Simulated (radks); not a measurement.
# Shell filling in a hard-walled sphere of radius 7.25 bohr*, with a point charge of +2 at the centre, N = 25 to 29

Aim: add electrons one at a time to a hard-walled sphere of radius 7.25 bohr*, with a point charge of +2 at the centre, try the lowest free levels for each, keep the configuration of least energy, and see where shells close.

The numbers are computed with radks (version 2): non-relativistic spin-polarised Kohn-Sham, PBEsol, spherically averaged shells.

## (1) What is given

- well: a hard-walled sphere of radius 7.25 bohr*, with a point charge of +2 at the centre
- functional: PBEsol
- levels: named by radial order: 1s, 1p, 1d, 2s, 1f and so on
- units: effective atomic units, hartree* and bohr*
- configuration carried in: 1s2 1p6 1d10 2s2 1f(up 4, down 0) (N = 24, energy 41.787584)

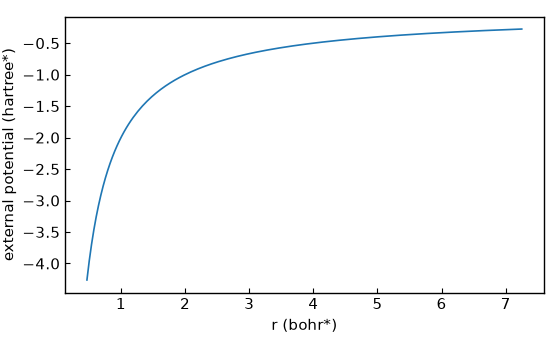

The external potential that the electrons feel; the hard wall stands at the right edge.

## (2) Electron number 25

Trying: add 1f up. The run's settings:

```ini
kind = hard wall
xc = PBESOL
radius = 7.25  # bohr
z = 2  # e
electrons = 25
background = 0  # e
configuration = 1s2 1p6 1d10 2s2 1f(up 5, down 0)
```

Command:

```console
python run_model.py task.json out
```

task.json names the series; the program runs every candidate in turn, and a move starts from the lowest state found so far. In the records, mag is the spin moment and err the last SCF error; their hartree and bohr are effective units.

Main fields of the result record, rounded:

```text
status: converged
energy_total [hartree]: 45.8103381
energy_kinetic [hartree]: 12.11125
energy_external [hartree]: -15.3122
energy_hartree [hartree]: 55.70854
energy_xc [hartree]: -6.697246
energy_background [hartree]: 0.0
orbitals [level, occupation, hartree, mean radius in bohr]:
  - ["1s up", 1, 3.74343, 1.04283]
  - ["1p up", 3, 3.92238, 5.40874]
  - ["1d up", 5, 3.99615, 5.49595]
  - ["2s up", 1, 3.88865, 5.29463]
  - ["1f up", 5, 4.1014, 5.57831]
  - ["1s down", 1, 3.74345, 1.0229]
  - ["1p down", 3, 3.94946, 5.3852]
  - ["1d down", 5, 4.02408, 5.47991]
  - ["2s down", 1, 3.91518, 5.28933]
r2_mean [bohr^2]: 28.28426
mag [bohr magneton]: 5
err: 3.2e-10
```

Trying: add 1f down. Changed: configuration = 1s2 1p6 1d10 2s2 1f(up 4, down 1).

Result:

```text
status: converged
energy_total [hartree]: 45.8331955
energy_kinetic [hartree]: 12.11116
energy_external [hartree]: -15.31201
energy_hartree [hartree]: 55.70813
energy_xc [hartree]: -6.674079
energy_background [hartree]: 0.0
orbitals [level, occupation, hartree, mean radius in bohr]:
  - ["1s up", 1, 3.74335, 1.03827]
  - ["1p up", 3, 3.92725, 5.40499]
  - ["1d up", 5, 4.00116, 5.49345]
  - ["2s up", 1, 3.89342, 5.2951]
  - ["1f up", 4, 4.10652, 5.57658]
  - ["1s down", 1, 3.74336, 1.02636]
  - ["1p down", 3, 3.94341, 5.39112]
  - ["1d down", 5, 4.01781, 5.48401]
  - ["2s down", 1, 3.90924, 5.29213]
  - ["1f down", 1, 4.12361, 5.56985]
r2_mean [bohr^2]: 28.2847
mag [bohr magneton]: 3
err: 2.9e-10
```

Trying: add 1g up. Changed: configuration = 1s2 1p6 1d10 2s2 1f(up 4, down 0) 1g(up 1, down 0).

Result:

```text
status: converged
energy_total [hartree]: 45.9450294
energy_kinetic [hartree]: 12.26364
energy_external [hartree]: -15.30815
energy_hartree [hartree]: 55.68743
energy_xc [hartree]: -6.697889
energy_background [hartree]: 0.0
orbitals [level, occupation, hartree, mean radius in bohr]:
  - ["1s up", 1, 3.74138, 1.04134]
  - ["1p up", 3, 3.92163, 5.40844]
  - ["1d up", 5, 3.99542, 5.49581]
  - ["2s up", 1, 3.88788, 5.29575]
  - ["1f up", 4, 4.10067, 5.57823]
  - ["1g up", 1, 4.23536, 5.65469]
  - ["1s down", 1, 3.74138, 1.02233]
  - ["1p down", 3, 3.94866, 5.38286]
  - ["1d down", 5, 4.02336, 5.47814]
  - ["2s down", 1, 3.91435, 5.2874]
r2_mean [bohr^2]: 28.30788
mag [bohr magneton]: 5
err: 3.2e-10
```

Trying: move 1f up to 1f down: the same state as a run above.

| candidate | configuration | above the lowest (hartree*) |
| --- | --- | --- |
| add 1f up | 1s2 1p6 1d10 2s2 1f(up 5, down 0) | lowest |
| add 1f down | 1s2 1p6 1d10 2s2 1f(up 4, down 1) | 0.0229 |
| add 1g up | 1s2 1p6 1d10 2s2 1f(up 4, down 0) 1g(up 1, down 0) | 0.135 |
| move 1f up to 1f down | 1s2 1p6 1d10 2s2 1f(up 4, down 1) | 0.0229 |

Kept: 1s2 1p6 1d10 2s2 1f(up 5, down 0).

## (3) 26 electrons

Trying: add 1f up. The run's settings:

```ini
kind = hard wall
xc = PBESOL
radius = 7.25  # bohr
z = 2  # e
electrons = 26
background = 0  # e
configuration = 1s2 1p6 1d10 2s2 1f(up 6, down 0)
```

Main fields of the result record, rounded:

```text
status: converged
energy_total [hartree]: 49.990367
energy_kinetic [hartree]: 12.77145
energy_external [hartree]: -15.64727
energy_hartree [hartree]: 59.90491
energy_xc [hartree]: -7.038721
energy_background [hartree]: 0.0
orbitals [level, occupation, hartree, mean radius in bohr]:
  - ["1s up", 1, 3.91105, 1.04884]
  - ["1p up", 3, 4.08099, 5.42857]
  - ["1d up", 5, 4.15412, 5.51199]
  - ["2s up", 1, 4.04755, 5.30897]
  - ["1f up", 6, 4.25866, 5.59163]
  - ["1s down", 1, 3.91111, 1.02292]
  - ["1p down", 3, 4.11281, 5.40245]
  - ["1d down", 5, 4.18686, 5.49412]
  - ["2s down", 1, 4.07871, 5.30679]
r2_mean [bohr^2]: 28.56693
mag [bohr magneton]: 6
err: 3.3e-10
```

Trying: add 1f down. Changed: configuration = 1s2 1p6 1d10 2s2 1f(up 5, down 1).

Result:

```text
status: converged
energy_total [hartree]: 50.0182399
energy_kinetic [hartree]: 12.77124
energy_external [hartree]: -15.6471
energy_hartree [hartree]: 59.90457
energy_xc [hartree]: -7.010473
energy_background [hartree]: 0.0
orbitals [level, occupation, hartree, mean radius in bohr]:
  - ["1s up", 1, 3.91099, 1.04374]
  - ["1p up", 3, 4.08567, 5.42524]
  - ["1d up", 5, 4.15892, 5.50977]
  - ["2s up", 1, 4.05213, 5.31042]
  - ["1f up", 5, 4.26357, 5.5901]
  - ["1s down", 1, 3.91103, 1.02655]
  - ["1p down", 3, 4.10675, 5.40819]
  - ["1d down", 5, 4.1806, 5.49812]
  - ["2s down", 1, 4.07276, 5.30924]
  - ["1f down", 1, 4.28578, 5.58177]
r2_mean [bohr^2]: 28.56725
mag [bohr magneton]: 4
err: 3e-10
```

Trying: add 1g up. Changed: configuration = 1s2 1p6 1d10 2s2 1f(up 5, down 0) 1g(up 1, down 0).

Result:

```text
status: converged
energy_total [hartree]: 50.1243474
energy_kinetic [hartree]: 12.92319
energy_external [hartree]: -15.64335
energy_hartree [hartree]: 59.88398
energy_xc [hartree]: -7.039478
energy_background [hartree]: 0.0
orbitals [level, occupation, hartree, mean radius in bohr]:
  - ["1s up", 1, 3.90906, 1.04719]
  - ["1p up", 3, 4.08027, 5.42825]
  - ["1d up", 5, 4.15341, 5.51181]
  - ["2s up", 1, 4.04681, 5.31022]
  - ["1f up", 5, 4.25796, 5.59152]
  - ["1g up", 1, 4.39195, 5.6659]
  - ["1s down", 1, 3.90911, 1.02234]
  - ["1p down", 3, 4.11205, 5.40025]
  - ["1d down", 5, 4.18617, 5.49245]
  - ["2s down", 1, 4.07791, 5.30501]
r2_mean [bohr^2]: 28.58901
mag [bohr magneton]: 6
err: 3.4e-10
```

Trying: move 1f up to 1f down: the same state as a run above.

| candidate | configuration | above the lowest (hartree*) |
| --- | --- | --- |
| add 1f up | 1s2 1p6 1d10 2s2 1f(up 6, down 0) | lowest |
| add 1f down | 1s2 1p6 1d10 2s2 1f(up 5, down 1) | 0.0279 |
| add 1g up | 1s2 1p6 1d10 2s2 1f(up 5, down 0) 1g(up 1, down 0) | 0.134 |
| move 1f up to 1f down | 1s2 1p6 1d10 2s2 1f(up 5, down 1) | 0.0279 |

Kept: 1s2 1p6 1d10 2s2 1f(up 6, down 0).

From the same record, its empty bound levels (hartree) and its density (bohr, e/bohr³):

```text
empty: [["2p up", 4.6215], ["1g up", 4.3926], ["2d up", 4.8147], ["1f down", 4.2922], ["2p down", 4.6325], ["1g down", 4.4269], ["2d down", 4.8306]]
r: [0.2138, 0.5743, 0.9347, 1.295, 1.656, 2.016, 2.377, 2.737, 3.097, 3.458, 3.818, 4.179, 4.539, 4.9, 5.26, 5.621, 5.981, 6.342, 6.702, 7.063]
n: [1.546, 0.4083, 0.1203, 0.03856, 0.01333, 0.005289, 0.002924, 0.00277, 0.003773, 0.005798, 0.008906, 0.01319, 0.01847, 0.02412, 0.02872, 0.03025, 0.02686, 0.01834, 0.007855, 0.0009657]
```

## (4) N = 27

Trying: add 1f up. The run's settings:

```ini
kind = hard wall
xc = PBESOL
radius = 7.25  # bohr
z = 2  # e
electrons = 27
background = 0  # e
configuration = 1s2 1p6 1d10 2s2 1f(up 7, down 0)
```

Main fields of the result record, rounded:

```text
status: converged
energy_total [hartree]: 54.327641
energy_kinetic [hartree]: 13.43966
energy_external [hartree]: -15.98178
energy_hartree [hartree]: 64.25676
energy_xc [hartree]: -7.386996
energy_background [hartree]: 0.0
orbitals [level, occupation, hartree, mean radius in bohr]:
  - ["1s up", 1, 4.07837, 1.05601]
  - ["1p up", 3, 4.23949, 5.44746]
  - ["1d up", 5, 4.312, 5.52737]
  - ["2s up", 1, 4.20634, 5.32122]
  - ["1f up", 7, 4.41588, 5.60445]
  - ["1s down", 1, 4.07849, 1.02308]
  - ["1p down", 3, 4.27588, 5.41918]
  - ["1d down", 5, 4.34939, 5.50793]
  - ["2s down", 1, 4.24195, 5.3236]
r2_mean [bohr^2]: 28.83395
mag [bohr magneton]: 7
err: 6.5e-10
```

Trying: add 1f down. Changed: configuration = 1s2 1p6 1d10 2s2 1f(up 6, down 1).

Result:

```text
status: converged
energy_total [hartree]: 54.3603215
energy_kinetic [hartree]: 13.43931
energy_external [hartree]: -15.98164
energy_hartree [hartree]: 64.25653
energy_xc [hartree]: -7.353875
energy_background [hartree]: 0.0
orbitals [level, occupation, hartree, mean radius in bohr]:
  - ["1s up", 1, 4.07833, 1.05027]
  - ["1p up", 3, 4.244, 5.44449]
  - ["1d up", 5, 4.31662, 5.52539]
  - ["2s up", 1, 4.21074, 5.32367]
  - ["1f up", 6, 4.42059, 5.60309]
  - ["1s down", 1, 4.07841, 1.02689]
  - ["1p down", 3, 4.26981, 5.42473]
  - ["1d down", 5, 4.34313, 5.51183]
  - ["2s down", 1, 4.236, 5.32568]
  - ["1f down", 1, 4.44772, 5.59338]
r2_mean [bohr^2]: 28.83413
mag [bohr magneton]: 5
err: 5.6e-10
```

Trying: add 1g up. Changed: configuration = 1s2 1p6 1d10 2s2 1f(up 6, down 0) 1g(up 1, down 0).

Result:

```text
status: converged
energy_total [hartree]: 54.4609415
energy_kinetic [hartree]: 13.59077
energy_external [hartree]: -15.97798
energy_hartree [hartree]: 64.236
energy_xc [hartree]: -7.387852
energy_background [hartree]: 0.0
orbitals [level, occupation, hartree, mean radius in bohr]:
  - ["1s up", 1, 4.07644, 1.05417]
  - ["1p up", 3, 4.2388, 5.44711]
  - ["1d up", 5, 4.31133, 5.52717]
  - ["2s up", 1, 4.20562, 5.32264]
  - ["1f up", 6, 4.41522, 5.60431]
  - ["1g up", 1, 4.54852, 5.67673]
  - ["1s down", 1, 4.07654, 1.02248]
  - ["1p down", 3, 4.27515, 5.41709]
  - ["1d down", 5, 4.34873, 5.50635]
  - ["2s down", 1, 4.24119, 5.32197]
r2_mean [bohr^2]: 28.85464
mag [bohr magneton]: 7
err: 6.5e-10
```

Trying: move 1f up to 1f down: the same state as a run above.

| candidate | configuration | above the lowest (hartree*) |
| --- | --- | --- |
| add 1f up | 1s2 1p6 1d10 2s2 1f(up 7, down 0) | lowest |
| add 1f down | 1s2 1p6 1d10 2s2 1f(up 6, down 1) | 0.0327 |
| add 1g up | 1s2 1p6 1d10 2s2 1f(up 6, down 0) 1g(up 1, down 0) | 0.133 |
| move 1f up to 1f down | 1s2 1p6 1d10 2s2 1f(up 6, down 1) | 0.0327 |

Lowest: 1s2 1p6 1d10 2s2 1f(up 7, down 0).

## (5) N = 28

Trying: add 1f down. The run's settings:

```ini
kind = hard wall
xc = PBESOL
radius = 7.25  # bohr
z = 2  # e
electrons = 28
background = 0  # e
configuration = 1s2 1p6 1d10 2s2 1f(up 7, down 1)
```

Main fields of the result record, rounded:

```text
status: converged
energy_total [hartree]: 58.8594173
energy_kinetic [hartree]: 14.11536
energy_external [hartree]: -16.31563
energy_hartree [hartree]: 68.76372
energy_xc [hartree]: -7.704021
energy_background [hartree]: 0.0
orbitals [level, occupation, hartree, mean radius in bohr]:
  - ["1s up", 1, 4.24536, 1.05809]
  - ["1p up", 3, 4.40223, 5.46282]
  - ["1d up", 5, 4.47426, 5.54036]
  - ["2s up", 1, 4.36926, 5.33472]
  - ["1f up", 7, 4.57759, 5.6156]
  - ["1s down", 1, 4.24551, 1.02738]
  - ["1p down", 3, 4.4326, 5.44076]
  - ["1d down", 5, 4.50541, 5.52515]
  - ["2s down", 1, 4.39897, 5.34149]
  - ["1f down", 1, 4.60943, 5.60468]
r2_mean [bohr^2]: 29.08688
mag [bohr magneton]: 6
err: 5.1e-10
```

Trying: add 1g up. Changed: configuration = 1s2 1p6 1d10 2s2 1f(up 7, down 0) 1g(up 1, down 0).

Result:

```text
status: converged
energy_total [hartree]: 58.9547634
energy_kinetic [hartree]: 14.26636
energy_external [hartree]: -16.31204
energy_hartree [hartree]: 68.74322
energy_xc [hartree]: -7.742774
energy_background [hartree]: 0.0
orbitals [level, occupation, hartree, mean radius in bohr]:
  - ["1s up", 1, 4.24351, 1.06253]
  - ["1p up", 3, 4.39721, 5.46514]
  - ["1d up", 5, 4.46916, 5.54192]
  - ["2s up", 1, 4.36432, 5.33283]
  - ["1f up", 7, 4.57242, 5.61666]
  - ["1g up", 1, 4.70507, 5.68721]
  - ["1s down", 1, 4.24368, 1.02274]
  - ["1p down", 3, 4.43798, 5.43341]
  - ["1d down", 5, 4.51103, 5.51985]
  - ["2s down", 1, 4.40419, 5.3383]
r2_mean [bohr^2]: 29.10629
mag [bohr magneton]: 8
err: 6.1e-10
```

Trying: add 1g down. Changed: configuration = 1s2 1p6 1d10 2s2 1f(up 7, down 0) 1g(up 0, down 1).

Result:

```text
status: converged
energy_total [hartree]: 58.9927289
energy_kinetic [hartree]: 14.26631
energy_external [hartree]: -16.31166
energy_hartree [hartree]: 68.74239
energy_xc [hartree]: -7.704303
energy_background [hartree]: 0.0
orbitals [level, occupation, hartree, mean radius in bohr]:
  - ["1s up", 1, 4.24335, 1.05651]
  - ["1p up", 3, 4.40151, 5.46092]
  - ["1d up", 5, 4.47361, 5.53887]
  - ["2s up", 1, 4.3685, 5.33423]
  - ["1f up", 7, 4.577, 5.61441]
  - ["1s down", 1, 4.2435, 1.02607]
  - ["1p down", 3, 4.4319, 5.4411]
  - ["1d down", 5, 4.5047, 5.52553]
  - ["2s down", 1, 4.39825, 5.34308]
  - ["1g down", 1, 4.74201, 5.67879]
r2_mean [bohr^2]: 29.10715
mag [bohr magneton]: 6
err: 5e-10
```

Trying: move 1f up to 1f down. Changed: configuration = 1s2 1p6 1d10 2s2 1f(up 6, down 2).

Result:

```text
status: converged
energy_total [hartree]: 58.8858679
energy_kinetic [hartree]: 14.11497
energy_external [hartree]: -16.31558
energy_hartree [hartree]: 68.76369
energy_xc [hartree]: -7.677214
energy_background [hartree]: 0.0
orbitals [level, occupation, hartree, mean radius in bohr]:
  - ["1s up", 1, 4.24537, 1.05205]
  - ["1p up", 3, 4.40675, 5.45995]
  - ["1d up", 5, 4.47889, 5.53842]
  - ["2s up", 1, 4.37367, 5.33757]
  - ["1f up", 6, 4.58231, 5.61425]
  - ["1s down", 1, 4.24547, 1.03168]
  - ["1p down", 3, 4.42689, 5.44548]
  - ["1d down", 5, 4.49953, 5.52845]
  - ["2s down", 1, 4.39336, 5.34223]
  - ["1f down", 2, 4.6034, 5.6071]
r2_mean [bohr^2]: 29.08684
mag [bohr magneton]: 4
err: 4e-10
```

| candidate | configuration | above the lowest (hartree*) |
| --- | --- | --- |
| add 1f down | 1s2 1p6 1d10 2s2 1f(up 7, down 1) | lowest |
| add 1g up | 1s2 1p6 1d10 2s2 1f(up 7, down 0) 1g(up 1, down 0) | 0.0953 |
| add 1g down | 1s2 1p6 1d10 2s2 1f(up 7, down 0) 1g(up 0, down 1) | 0.133 |
| move 1f up to 1f down | 1s2 1p6 1d10 2s2 1f(up 6, down 2) | 0.0265 |

The series goes on from 1s2 1p6 1d10 2s2 1f(up 7, down 1).

From the same record, its empty bound levels (hartree) and its density (bohr, e/bohr³):

```text
empty: [["2p up", 4.9541], ["1g up", 4.7103], ["2d up", 5.1457], ["2p down", 4.9649], ["1g down", 4.7428], ["2d down", 5.1612]]
r: [0.2157, 0.5761, 0.9364, 1.297, 1.657, 2.018, 2.378, 2.738, 3.099, 3.459, 3.819, 4.18, 4.54, 4.9, 5.261, 5.621, 5.981, 6.342, 6.702, 7.063]
n: [1.535, 0.4057, 0.1197, 0.0383, 0.01324, 0.005177, 0.002787, 0.002586, 0.003549, 0.005556, 0.008727, 0.01322, 0.01893, 0.02525, 0.03073, 0.03306, 0.02994, 0.02082, 0.009051, 0.001121]
```

## (6) N = 29

Trying: add 1f down. The run's settings:

```ini
kind = hard wall
xc = PBESOL
radius = 7.25  # bohr
z = 2  # e
electrons = 29
background = 0  # e
configuration = 1s2 1p6 1d10 2s2 1f(up 7, down 2)
```

Main fields of the result record, rounded:

```text
status: converged
energy_total [hartree]: 63.546566
energy_kinetic [hartree]: 14.79881
energy_external [hartree]: -16.64906
energy_hartree [hartree]: 73.42599
energy_xc [hartree]: -8.029173
energy_background [hartree]: 0.0
orbitals [level, occupation, hartree, mean radius in bohr]:
  - ["1s up", 1, 4.41214, 1.06059]
  - ["1p up", 3, 4.56472, 5.47775]
  - ["1d up", 5, 4.63629, 5.553]
  - ["2s up", 1, 4.53192, 5.34737]
  - ["1f up", 7, 4.73908, 5.62645]
  - ["1s down", 1, 4.4123, 1.03257]
  - ["1p down", 3, 4.58942, 5.46089]
  - ["1d down", 5, 4.66157, 5.54133]
  - ["2s down", 1, 4.55606, 5.35701]
  - ["1f down", 2, 4.76489, 5.61806]
r2_mean [bohr^2]: 29.32666
mag [bohr magneton]: 5
err: 3.7e-10
```

Trying: add 1g up. Changed: configuration = 1s2 1p6 1d10 2s2 1f(up 7, down 1) 1g(up 1, down 0).

Result:

```text
status: converged
energy_total [hartree]: 63.6475728
energy_kinetic [hartree]: 14.94929
energy_external [hartree]: -16.64547
energy_hartree [hartree]: 73.40539
energy_xc [hartree]: -8.06164
energy_background [hartree]: 0.0
orbitals [level, occupation, hartree, mean radius in bohr]:
  - ["1s up", 1, 4.41028, 1.06531]
  - ["1p up", 3, 4.55971, 5.48003]
  - ["1d up", 5, 4.6312, 5.55456]
  - ["2s up", 1, 4.527, 5.34515]
  - ["1f up", 7, 4.73392, 5.62753]
  - ["1g up", 1, 4.86601, 5.69665]
  - ["1s down", 1, 4.41048, 1.02728]
  - ["1p down", 3, 4.59446, 5.45446]
  - ["1d down", 5, 4.66683, 5.53668]
  - ["2s down", 1, 4.56096, 5.35541]
  - ["1f down", 1, 4.77037, 5.61456]
r2_mean [bohr^2]: 29.34517
mag [bohr magneton]: 7
err: 4.6e-10
```

Trying: add 1g down. Changed: configuration = 1s2 1p6 1d10 2s2 1f(up 7, down 1) 1g(up 0, down 1).

Result:

```text
status: converged
energy_total [hartree]: 63.6791727
energy_kinetic [hartree]: 14.94911
energy_external [hartree]: -16.64523
energy_hartree [hartree]: 73.40491
energy_xc [hartree]: -8.029623
energy_background [hartree]: 0.0
orbitals [level, occupation, hartree, mean radius in bohr]:
  - ["1s up", 1, 4.4102, 1.05895]
  - ["1p up", 3, 4.56403, 5.47595]
  - ["1d up", 5, 4.63566, 5.55159]
  - ["2s up", 1, 4.5312, 5.34705]
  - ["1f up", 7, 4.73852, 5.62533]
  - ["1s down", 1, 4.41036, 1.03114]
  - ["1p down", 3, 4.58875, 5.4611]
  - ["1d down", 5, 4.6609, 5.5416]
  - ["2s down", 1, 4.55538, 5.3586]
  - ["1f down", 1, 4.76421, 5.61831]
  - ["1g down", 1, 4.89681, 5.68998]
r2_mean [bohr^2]: 29.34564
mag [bohr magneton]: 5
err: 3.6e-10
```

Trying: move 1f up to 1f down. Changed: configuration = 1s2 1p6 1d10 2s2 1f(up 6, down 3).

Result:

```text
status: converged
energy_total [hartree]: 63.5671673
energy_kinetic [hartree]: 14.79844
energy_external [hartree]: -16.64905
energy_hartree [hartree]: 73.42607
energy_xc [hartree]: -8.008291
energy_background [hartree]: 0.0
orbitals [level, occupation, hartree, mean radius in bohr]:
  - ["1s up", 1, 4.41217, 1.05417]
  - ["1p up", 3, 4.56925, 5.47495]
  - ["1d up", 5, 4.64092, 5.55109]
  - ["2s up", 1, 4.53634, 5.35069]
  - ["1f up", 6, 4.7438, 5.62511]
  - ["1s down", 1, 4.41227, 1.03744]
  - ["1p down", 3, 4.58401, 5.46496]
  - ["1d down", 5, 4.65602, 5.54418]
  - ["2s down", 1, 4.55077, 5.35653]
  - ["1f down", 3, 4.75922, 5.62015]
r2_mean [bohr^2]: 29.32652
mag [bohr magneton]: 3
err: 2.9e-10
```

| candidate | configuration | above the lowest (hartree*) |
| --- | --- | --- |
| add 1f down | 1s2 1p6 1d10 2s2 1f(up 7, down 2) | lowest |
| add 1g up | 1s2 1p6 1d10 2s2 1f(up 7, down 1) 1g(up 1, down 0) | 0.101 |
| add 1g down | 1s2 1p6 1d10 2s2 1f(up 7, down 1) 1g(up 0, down 1) | 0.133 |
| move 1f up to 1f down | 1s2 1p6 1d10 2s2 1f(up 6, down 3) | 0.0206 |

The series goes on from 1s2 1p6 1d10 2s2 1f(up 7, down 2).

## (7) Trends over these counts

| N | configuration | unpaired | chemical potential (hartree*) | addition energy (hartree*) | rms radius (bohr*) |
| --- | --- | --- | --- | --- | --- |
| 25 | 1s2 1p6 1d10 2s2 1f(up 5, down 0) | 5 | 4.023 | 0.157 | 5.32 |
| 26 | 1s2 1p6 1d10 2s2 1f(up 6, down 0) | 6 | 4.180 | 0.157 | 5.34 |
| 27 | 1s2 1p6 1d10 2s2 1f(up 7, down 0) | 7 | 4.337 | 0.195 | 5.37 |
| 28 | 1s2 1p6 1d10 2s2 1f(up 7, down 1) | 6 | 4.532 | 0.155 | 5.39 |
| 29 | 1s2 1p6 1d10 2s2 1f(up 7, down 2) | 5 | 4.687 | - | 5.42 |

Chemical potential E(N) - E(N-1); addition energy E(N+1) + E(N-1) - 2E(N).

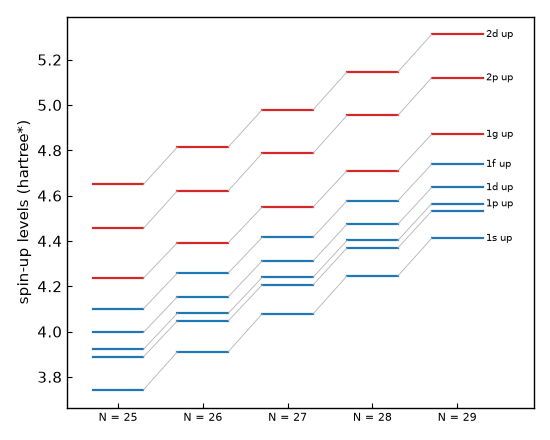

Spin-up levels of the kept configurations; wholly or partly filled blue, empty red.

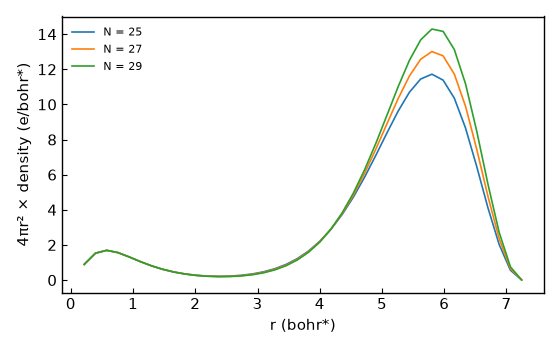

Radial distributions of the electrons.

## (8) Outcome

| quantity | value |
| --- | --- |
| closed shells at N | none in this range |
| largest addition energy | 0.195 hartree* at N = 27 (of N = 25 to 28) |
| most unpaired electrons | 7 at N = 27 |
| configuration at N = 29 | 1s2 1p6 1d10 2s2 1f(up 7, down 2) |

In words: No closed-shell configuration falls in this range; the second difference peaks at N = 27, where a shell is half full. The largest moment in range is 7, first at N = 27: exchange favours parallel spins in open shells. Spherical averaging forbids deformation, and the greedy search can miss a lower configuration.
